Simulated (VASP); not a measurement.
Band structure of YN (rock salt). Computed with optB86b-vdW, VASP's PBE PAW potentials (set 64) (plane waves; VASP).

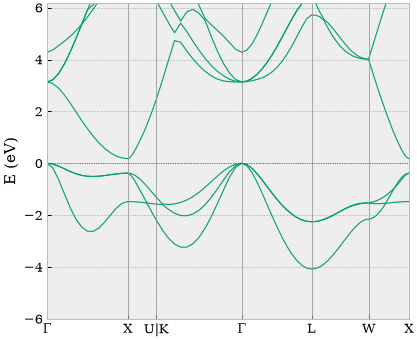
Bands along high-symmetry lines, zero at the valence-band maximum or, without a gap, the Fermi level

### Question
Read the plot: is there a gap, and where are the band edges?

### Answer
The gap is indirect, 0.18 eV, from the valence maximum at Γ to the conduction minimum at X. (Edges off the drawn lines would not show.)

The compound is YN in the rock salt structure. The cell was not relaxed at this level.
